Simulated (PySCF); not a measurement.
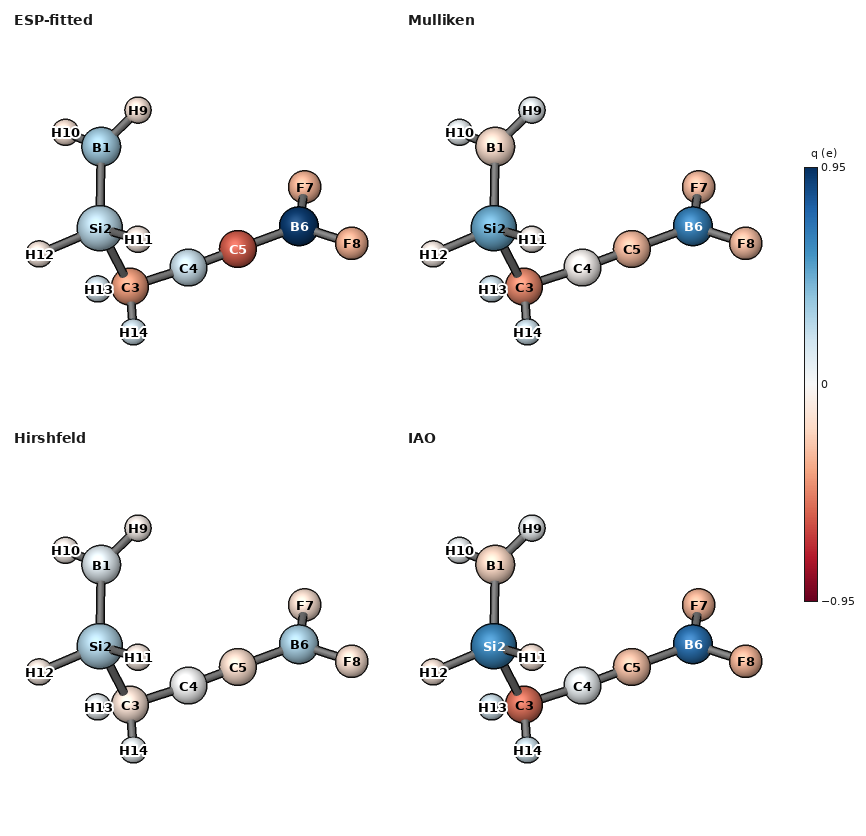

Atomic charges of one calculation by 4 schemes, on one colour scale. The computed structure is the end point of a GFN2-xTB optimisation. No frequency run is at hand to confirm it as a minimum. Level of theory: PBE0/pcSseg-1 (PySCF 2.14.0).

> On which atom do the schemes disagree most?

On B6 (from 0.31 to 0.91 e).

List the charges (e), one line for each set of equivalent atoms.

```
atom  ESP-fitted  Mulliken  Hirshfeld    IAO
  B1        0.33     −0.16       0.10  −0.19
 Si2        0.25      0.47       0.29   0.62
  C3       −0.39     −0.46      −0.13  −0.53
  C4        0.20     −0.03       0.00   0.04
  C5       −0.58     −0.29      −0.16  −0.27
  B6        0.91      0.65       0.31   0.71
  F7       −0.32     −0.29      −0.15  −0.31
  F8       −0.33     −0.29      −0.14  −0.31
  H9       −0.12      0.06      −0.05   0.04
 H10       −0.12      0.06      −0.05   0.04
 H11       −0.08     −0.04      −0.08  −0.11
 H12       −0.10     −0.06      −0.08  −0.11
 H13        0.16      0.18       0.06   0.18
 H14        0.19      0.19       0.07   0.19
```

The geometry is semi-empirical. Around B, Si such bond lengths and angles can be off by a tenth of an ångström or more and by several degrees, and values that hang on the shape move with them.
